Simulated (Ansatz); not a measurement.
Input

```
basis:
  gaussian: {orbitals: def2-TZVPD}
crystal:
  periodic: [false, false, false]
  atoms:
    - {symbol: Cl, position_ang: [3.241807, 0.925338, -0.729118]}
    - {symbol: F, position_ang: [-2.058312, 0.342033, -0.204604]}
    - {symbol: O, position_ang: [0.217752, 1.042279, -1.171942]}
    - {symbol: Si, position_ang: [-1.425496, 1.155843, -1.510484]}
    - {symbol: Si, position_ang: [1.331731, 0.437522, -0.061398]}
    - {symbol: H, position_ang: [1.117880, 1.080969, 1.267016]}
    - {symbol: H, position_ang: [1.220640, -1.048300, 0.005122]}
hamiltonian: {xc: {name: PBE0}}
output: {forces: true, orbitals: {seedname: orbitals}}
```

Command:

```sh
ansatz run input.yaml --threads 1 --pin off --max-ram 2610MiB --events-out events.jsonl --progress --plain --runs-dir runs
```

Geometry: BLYP-D3(BJ)/def2-SVP.

Computed with isolated molecule in a Gaussian basis; Kohn-Sham density functional theory, functional PBE0 (Ansatz 0.2.0).

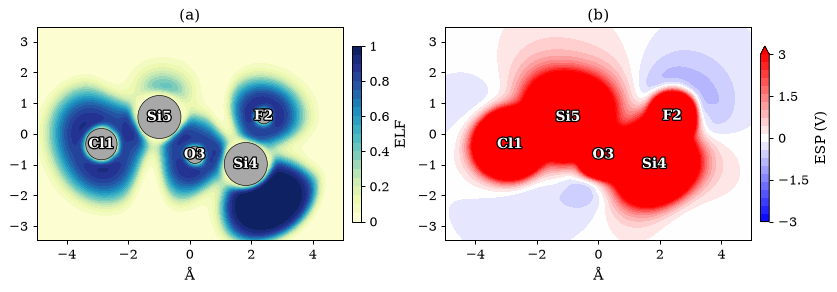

ClFH$_{2}$OSi$_{2}$ (SMILES F[Si]O[SiH2]Cl). (a) ELF; (b) molecular electrostatic potential on the plane of atoms Cl1, Si5 and O3. Grey discs cover the atomic cores in the ELF map.

Interpret the plot.

Atoms in the plane: Cl, F, O and Si. Si–F (1.66 Å): the ELF peaks at about 0.85 in the valence shell of F, 0.5 Å from its nucleus, and is about 0.55 at the midpoint. Si–O (1.68 Å): the ELF peaks at about 0.85 between the atoms (a polar covalent bond). Si–Cl (2.08 Å): the ELF peaks at about 0.85 between the atoms: a polar covalent bond. The ELF also peaks beside Si4, O3, Cl1 and F2, away from the bonds: lone-pair regions. Outside the dense part of the molecule the potential is most negative (−0.9 V) near F2.
